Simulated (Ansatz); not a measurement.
Run report: CCl2FNOSi, phonon calculation

The run: phonon calculation of CCl2FNOSi. Method and program: RKS PBE0-D4/def2-TZVP (Ansatz 0.2.0).

The geometry comes from this level: PBE0-D4/def2-TZVP. Figures and captions count atoms from 1; the log counts them from 0 in places.

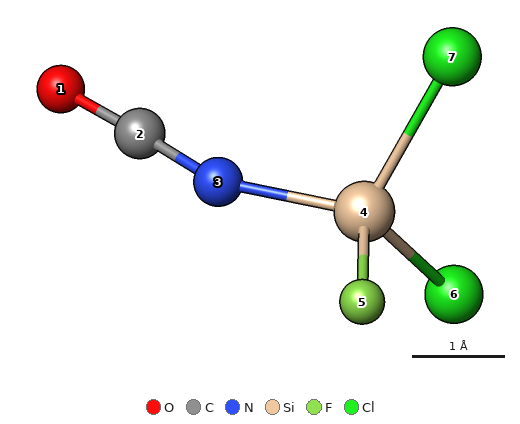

**Figure 1.** The input geometry (ball-and-stick view, seen at a tilt; atoms are numbered from 1 in the order of the input).

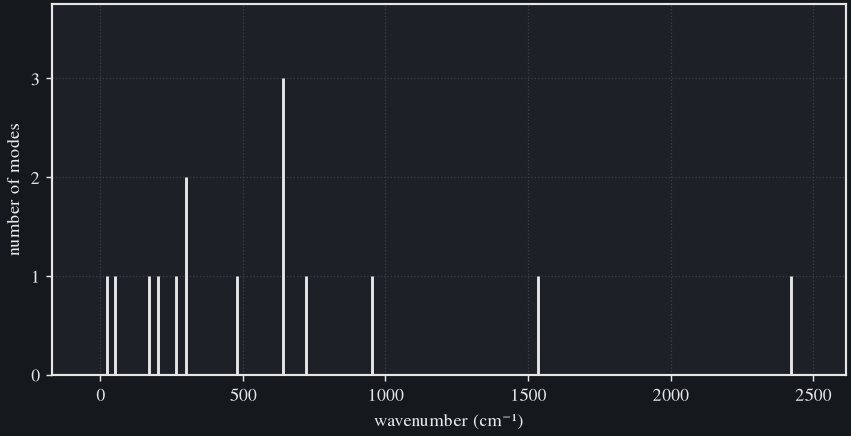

**Figure 2.** Harmonic vibrational wavenumbers from the force constants; neighbouring modes closer than 11 cm⁻¹ are counted in one stick. 15 modes from 24 to 2423 cm⁻¹, none imaginary.

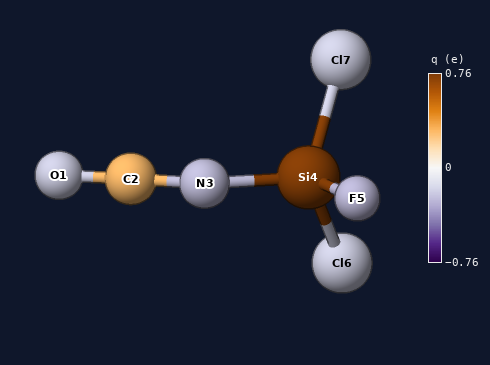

**Figure 3.** Mulliken charges, as the colour of each atom (ball-and-stick view, seen at a tilt; atoms are numbered from 1 in the order of the input). By element: O −0.18, C +0.29, N −0.23, Si +0.73, F −0.25 and Cl −0.17 e.

The input and output of the run follow.

The input:
```yaml
crystal:
  periodic: [false, false, false]
  atoms:
    - {symbol: O, position_ang: [-0.356868, -2.988314, 0.059193]}
    - {symbol: C, position_ang: [-0.320854, -1.845932, -0.124981]}
    - {symbol: N, position_ang: [-0.313944, -0.669905, -0.360567]}
    - {symbol: Si, position_ang: [0.107249, 0.924925, -0.053153]}
    - {symbol: F, position_ang: [-0.505083, 1.807939, -1.201732]}
    - {symbol: Cl, position_ang: [-0.659245, 1.545812, 1.705115]}
    - {symbol: Cl, position_ang: [2.109845, 1.157375, -0.069573]}
basis:
  gaussian: {orbitals: def2-TZVP}
hamiltonian: {xc: pbe0, dispersion: d4}
phonons: {temperatures: {t_min: 298.15, t_max: 900, t_step: 200}}
```

Output:
```
Functional definition: PBE0
  name "PBE0"
  cite "Adamo & Barone, J. Chem. Phys. 110, 6158 (1999) doi:10.1063/1.478522"
  cite "Perdew, Burke & Ernzerhof, Phys. Rev. Lett. 77, 3865 (1996) doi:10.1103/PhysRevLett.77.3865"
  parent pbe
  parameter a = 0.25
  parameter kappa = 0.804
  parameter beta = 0.06672455060314922
  exchange = (1 - a)*pbe_x(kappa = kappa, mu = beta*pi^2/3) + a*exact_x
  correlation = pbe_c(beta = beta)
1446 factors; their error is unknown
mean field evaluation 1: about -40198.6295 eV, gradient 6.2e1 eV
mean field evaluation 2: about -40193.8783 eV, gradient 8.1e1 eV
mean field evaluation 4: about -40204.6460 eV, gradient 2.4e0 eV
mean field evaluation 8: about -40204.7957 eV, gradient 2.6e-1 eV
mean field evaluation 16: about -40204.7958 eV, gradient 4.8e-5 eV
mean field -40204.79576731 eV, -1477.4989926593 hartree, gradient 4.8e-5 eV, S^2 0.000000; 0 other end points of the search recorded, 0 dependent functions left out
the calculation of the forces begins
reference -40204.79579520 eV, -1477.4989936840 hartree; 39, 39 occupied and 196, 196 virtual orbitals, 1446 factors
these checks for a lower state are left out or cut short: stability, starts, cluster_reference, orbital_swaps, neighbouring_geometries, increment
1446 factors; their error is unknown
mean field -40204.79574999 eV, -1477.4989920227 hartree, gradient 2.3e-6 eV, S^2 0.000000; 0 other end points of the search recorded, 0 dependent functions left out
[... from here on the field's lines of each further geometry are left out, up to the last ...]
the calculation of the forces begins
reference -40204.79578304 eV, -1477.4989932374 hartree; 39, 39 occupied and 196, 196 virtual orbitals, 1446 factors
these checks for a lower state are left out or cut short: stability, starts, cluster_reference, orbital_swaps, neighbouring_geometries, increment
1446 factors; their error is unknown
mean field -40204.79576877 eV, -1477.4989927130 hartree, gradient 1.2e-6 eV, S^2 0.000000; 0 other end points of the search recorded, 0 dependent functions left out
the calculation of the forces begins
reference -40204.79579666 eV, -1477.4989937377 hartree; 39, 39 occupied and 196, 196 virtual orbitals, 1446 factors
Total energy: -40205.02321011 eV, -1477.5073510282 hartree
Atom 0 at    -0.356868    -2.988314     0.059193 Å, force    -0.000199     0.000482    -0.000146 eV/Å
Atom 1 at    -0.320854    -1.845932    -0.124981 Å, force    -0.000019     0.000177    -0.000017 eV/Å
Atom 2 at    -0.313944    -0.669905    -0.360567 Å, force     0.000554     0.000002    -0.000312 eV/Å
Atom 3 at     0.107249     0.924925    -0.053153 Å, force    -0.000871    -0.001138     0.000132 eV/Å
Atom 4 at    -0.505083     1.807939    -1.201732 Å, force     0.000279    -0.000432     0.000400 eV/Å
Atom 5 at    -0.659245     1.545812     1.705115 Å, force     0.000345     0.000505    -0.000090 eV/Å
Atom 6 at     2.109845     1.157375    -0.069573 Å, force    -0.000089     0.000404     0.000033 eV/Å
Dipole moment:     0.051317     0.025059     0.074955 e Å
Vibrations: 23.69 50.38 171.77 203.46 266.20 297.44 300.78 479.08 637.54 637.95 644.50 720.49 953.82 1534.49 2423.09 cm⁻¹, zero-point energy 0.579296 eV
```

Results in brief:

```tsv
quantity	value
outcome	converged
total energy	−40205.0232 eV
mean-field energy	−40204.7958 eV
dispersion energy	−0.2274 eV
largest force (length of the vector)	0.001 eV/Å
dipole moment	0.45 D
hardware	4 CPU threads, shared host
wall time	2.6 min (CPU time 9.3 min)
peak memory	0.8 GiB
```
